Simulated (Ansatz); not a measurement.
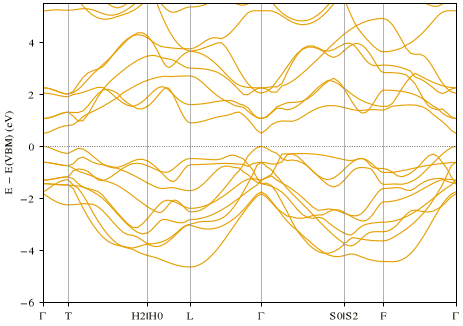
*Band structure from PBE in the plane-wave PAW code Ansatz*

Task: Read off the gap and where the band edges lie.

Result: About 0.5 eV (0.50 eV by a search for the band edges); maximum at Γ, minimum at Γ.

The material is Bi₂Te₃ in space group R-3m (No. 166; Bi on 6c, Te on 6c, Te on 3a).

The PBE relaxation kept the symmetry of its start. A crystal of weakly bound layers computed without a dispersion correction: the cell and the soft elastic constants depend strongly on that. Spin–orbit coupling is left out wherever it is not named.

Potentials: the later of the program's two PAW sets.
